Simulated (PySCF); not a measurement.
SMILES OB(O)[SiH2]Br (H4BBrO2Si), PBE/def2-SVP optimised geometry. Atoms within 1.6 Å of the plane z = 1.0 Å (x, y, z in Å): O1 (1.22, 0.66, 0.00), B2 (0.53, -0.52, 0.00), O3 (1.20, -1.71, 0.00), Si4 (-1.51, -0.52, 0.00), Br5 (-2.03, 1.71, 0.00), H6 (0.60, 1.43, 0.00), H7 (2.16, -1.57, 0.00), H8 (-2.16, -1.12, 1.22).

Computed with PBE/def2-TZVP (PySCF 2.14.0).

Map of the deformation density (molecule minus spherical neutral atoms) (e/bohr³) on the plane z = 1.0 Å:

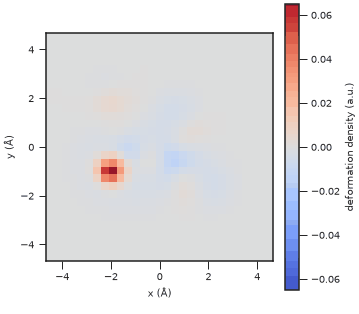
Figure: Deformation density (molecule minus spherical neutral atoms) (e/bohr³) on the plane z = 1.0 Å.
